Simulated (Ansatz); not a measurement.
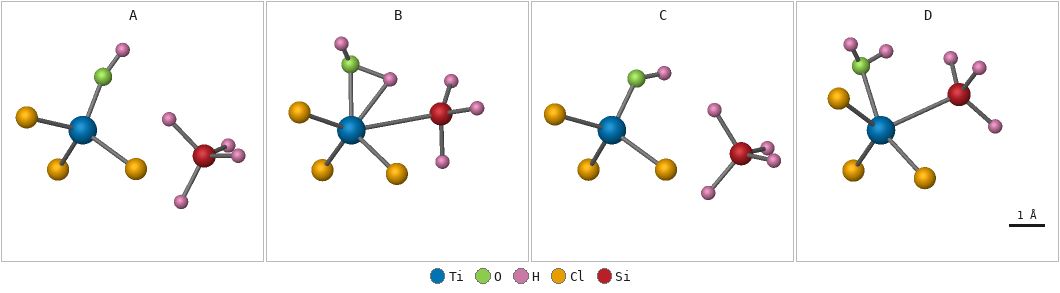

4 geometries from a converged minimum-energy path of TiSiH5OCl3, shuffled. A ball-and-stick model, seen from a free direction.

Method: RKS PBE/def2-SVP in Ansatz. Set-up: 7 movable images; climbing image; force threshold 0.05 eV/Å; iteration limit 60; starting path through a guess of the saddle point.

Which frame is the top of the path?

B. In order along the path, whose images run from 0 to 8: C (image 1, +0.01 eV), A (image 2, +0.08 eV), B (image 4, +1.79 eV), D (image 8, +1.07 eV). Breaking: H–Si (1.51 → 2.59 Å). Forming: H–O (2.75 → 0.98 Å), Si–Ti (4.39 → 2.61 Å).

The run took 3.2 min on 4 threads of AMD EPYC 9R45 96-Core Processor (Zen 5) (shared host), peak memory 0.28 GiB.
